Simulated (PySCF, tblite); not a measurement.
**CH13NO3Si4: geometry, infrared bands and NMR shifts**

Wanted: the infrared bands and NMR shifts of CH13NO3Si4 (`CN[Si@@H](O[SiH3])[Si](O)(O)[SiH3]`), by calculation.

Computed with tblite 0.8.0 and PySCF 2.14.0, with density-fitted response routines of our own, on a single molecule in the gas phase. Atoms are numbered from 0 throughout.

### 1 Starting geometry

22 atoms, charge 0, multiplicity 1; geometry from: force field or distance geometry start.

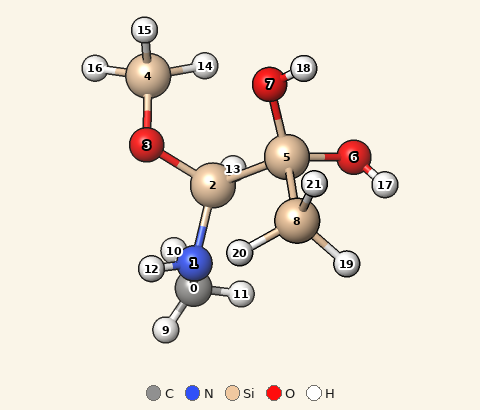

As it starts; carbon grey, nitrogen blue, silicon light orange, oxygen red, hydrogen white, atoms numbered.

### 2 Relaxing the molecule with GFN2-xTB

What the job is given:

```
{"job": {"kind": "relax", "xc": "GFN2-xTB", "basis": "xTB"}, "charge": 0, "multiplicity": 1}
C     -1.525100    -2.483400     0.891400
N     -0.604800    -1.426300     1.283800
Si    -0.674200    -0.178000     0.037800
O     -1.553600     1.157700     0.705100
Si    -2.324100     2.061400    -0.522600
Si     1.332200     0.459900    -0.683700
O      1.683000    -0.394900    -2.119300
O      1.241600     2.154900    -0.994900
Si     2.949800    -0.002600     0.789100
H     -1.847200    -3.093500     1.757900
H     -2.399400    -1.949500     0.422300
H     -1.026600    -3.055600     0.100100
H     -0.871400    -1.018000     2.226700
H     -1.434300    -0.629400    -1.158400
H     -2.062900     1.526600    -1.857700
H     -1.737200     3.413500    -0.448600
H     -3.755500     2.178700    -0.260000
H      2.504600    -0.941900    -2.066400
H      2.070400     2.447900    -1.422700
H      3.653000    -1.235600     0.442600
H      2.425900    -0.063400     2.170100
H      3.945500     1.090800     0.706700
```

Command:

```bash
OMP_NUM_THREADS=1 python probes_run.py task.json out
```

One launch serves the whole session: the jobs run in the order shown.

**Question.** This job is followed by: GFN2-xTB harmonic vibrations, gas phase; GIAO PBE0/pcSseg-1 NMR shielding, non-relativistic, gas phase. What will the session give for the following? strongest single infrared mode (GFN2-xTB); zero-point energy (GFN2-xTB); ¹³C shifts against TMS (PBE0/pcSseg-1); ¹H shifts against TMS (PBE0/pcSseg-1, means over atoms taken as alike); ¹⁵N shifts against NH3 (PBE0/pcSseg-1); ²⁹Si shifts against TMS (PBE0/pcSseg-1); ¹⁷O shifts against H2O (PBE0/pcSseg-1).

**Answer**, as computed:

| quantity | value |
| --- | --- |
| strongest single infrared mode (GFN2-xTB) | 2204 cm⁻¹, 575 km/mol |
| zero-point energy (GFN2-xTB) | 88.8 kcal/mol |
| ¹³C shifts against TMS (PBE0/pcSseg-1) | 33.1 ppm |
| ¹H shifts against TMS (PBE0/pcSseg-1, means over atoms taken as alike) | 5.15, 5.05, 3.35, 2.87, 1.27, 0.63, 0.56 ppm |
| ¹⁵N shifts against NH3 (PBE0/pcSseg-1) | 44.5 ppm |
| ²⁹Si shifts against TMS (PBE0/pcSseg-1) | 12.8, -36.6, -47.2, -124.7 ppm |
| ¹⁷O shifts against H2O (PBE0/pcSseg-1) | 51.1, 37.2, 37.0 ppm |

What this shows: Over 270 steps the energy fell by 1.691 eV; of the close pairs, O3–Si4 changed most, 1.708 to 1.611 Å. No mode is imaginary among the 60: a minimum at this level. The strongest single mode, at 2204 cm⁻¹, moves mainly H21. Unscaled tight-binding wavenumbers are off by several per cent, some by more. Its intensities can rank the bands wrongly. At PBE0/pcSseg-1: The widest tensor belongs to O7: span 142 ppm, with a paramagnetic part of -87 ppm.
